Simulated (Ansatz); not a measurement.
FH₆NO₃Zr

```xyz
12

Zr   -0.0254    0.0386    0.3296
F    -0.2310   -0.0286    2.2719
O     1.7317   -0.4983   -0.4130
H     2.0203   -1.2604   -0.9255
O    -0.9341    1.5243   -0.6156
H    -1.6574    1.5460   -1.2508
O    -1.1289   -1.4736   -0.1875
H    -1.6992   -2.2332   -0.3148
N     1.3636    1.9480    1.0354
H     2.0495    2.1648    0.3095
H     0.7983    2.7866    1.1840
H     1.8780    1.7657    1.8993
```

Core potentials replace the inner electrons of Zr.

The calculation used RKS B3LYP/def2-SVP (Ansatz).

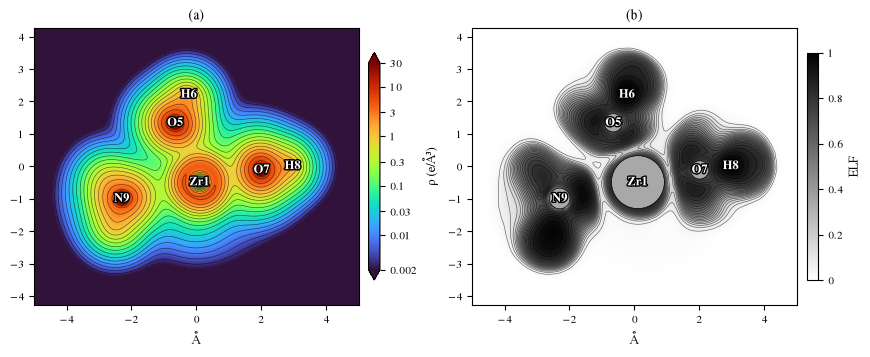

Figure 1. (a) electron density; (b) electron localisation function on the plane of atoms O5, Zr1 and N9. Grey discs cover the atomic cores in the ELF map.

What does the map show?

The plane passes through Zr, O, H and N nuclei. Zr–O (1.94 Å): ρ is about 0.84 e/Å³ halfway; the ELF peaks at about 0.80 in the valence shell of O, 0.5 Å from its nucleus, and drops to about 0.20 between the two atoms. Zr–N (2.46 Å): the density is about 0.31 e/Å³ at the midpoint; the ELF peaks at about 0.95 in the valence shell of N, 0.7 Å from its nucleus, and is about 0.15 at the midpoint. O–H (0.96 Å): ρ at the midpoint is about 3.7 e/Å³; the ELF climbs to about 1 towards the hydrogen, as it does in any bond to H: a covalent bond by its length.

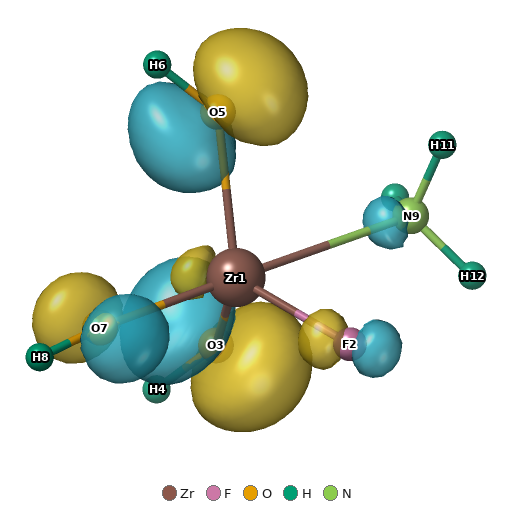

Figure 2. The HOMO−1 at ±0.15 Å⁻³ᐟ² (yellow and cyan are the two phases), seen at a tilt.

Where does this orbital lie, and at what energy?

It lies mainly on O3 (about 40 %), O5 (about 30 %), O7 (about 10 %) and Zr1 (about 10 %); largely a combination of lone pairs on O3, O5 and O7. Its energy is −7.88 eV.
